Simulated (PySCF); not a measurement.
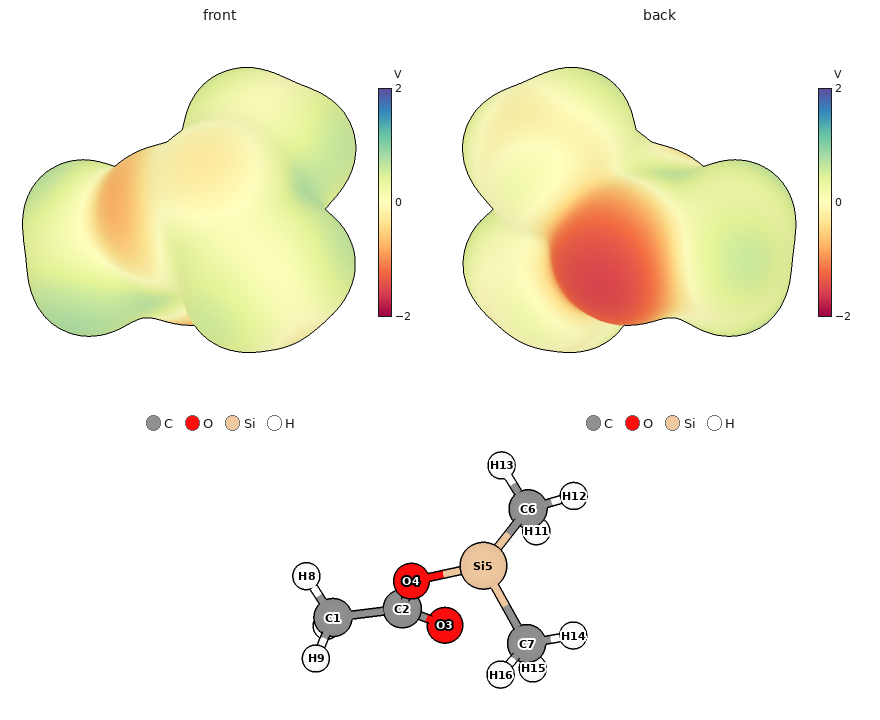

*C₄H₉O₂Si (SMILES CC(=O)O[Si](C)C) (doublet). The molecular electrostatic potential painted on the density surface at 0.001 e/bohr³, seen from the front and from behind; the colour scale runs from red (negative) to blue (positive). The bare structure is drawn below in the same view.*

Geometry: GFN2-xTB.

The calculation used UKS B3LYP, pcH-1 on C H O Si, non-relativistic, mean-field spin-orbit, GIAO (PySCF 2.14.0, density-fitted response routines).

```xyz
16

C     2.8456   -0.0105    0.2793
C     1.3715   -0.0426   -0.0287
O     0.9061   -0.1009   -1.1361
O     0.6281    0.0176    1.0647
Si   -1.0629    0.0361    1.0738
C    -1.7114   -1.5805    0.3093
C    -1.6741    1.6060    0.1890
H     3.0535   -0.6062    1.1637
H     3.1306    1.0197    0.4859
H     3.4123   -0.3732   -0.5730
H    -1.4015   -1.6400   -0.7337
H    -2.7952   -1.6262    0.3437
H    -1.3225   -2.4564    0.8222
H    -2.7585    1.6514    0.1741
H    -1.3209    1.6020   -0.8419
H    -1.3081    2.5126    0.6637
```

> Describe the electrostatic potential map.

The most negative region (about −1.5 V) lies over O3, the most positive (about +0.7 V) over Si5 and H9. O3 is the likeliest acceptor of a hydrogen bond.
